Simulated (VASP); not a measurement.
Band structure of BaPd2P4 (space group I4/mmm). Level of theory: LDA (Ceperley-Alder, Perdew-Zunger), VASP's LDA PAW potentials (set 64) (plane waves; VASP).

Unless said otherwise, spin-orbit coupling is left out, though it shifts the bands of the heavy elements here.

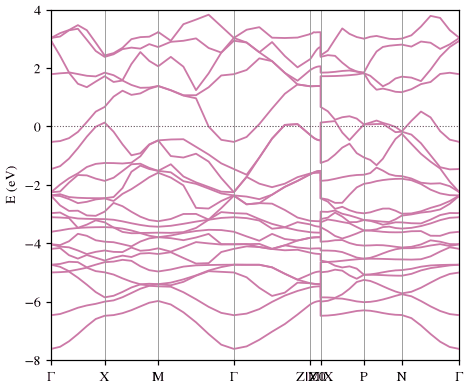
Figure: Bands along high-symmetry lines, zero at the valence-band maximum or, without a gap, the Fermi level

Read the plot: is there a gap, and where are the band edges?

It has no gap at this level: it comes out as a metal or semimetal.

The structure comes from a computed database's BaPd2P4 entry (I4/mmm); how it stands against other phases isn't given here. The cell was not relaxed at this level.
